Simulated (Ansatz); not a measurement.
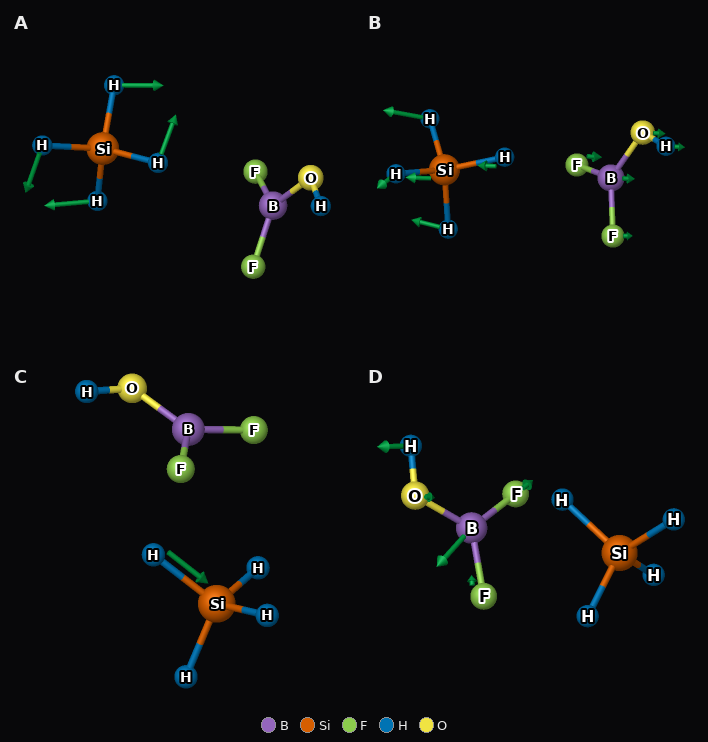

4 normal modes of one molecule or complex, as arrows. Harmonic vibrations computed with RKS PBE0-D4/def2-TZVP (Ansatz 0.2.0) at a stationary point of the same level.

Match the panels to the wavenumbers 51 cm⁻¹, 966 cm⁻¹, 1448 cm⁻¹, 2224 cm⁻¹.

A: 966 cm⁻¹, H–Si–H bending
B: 51 cm⁻¹
C: 2224 cm⁻¹, Si–H stretching
D: 1448 cm⁻¹
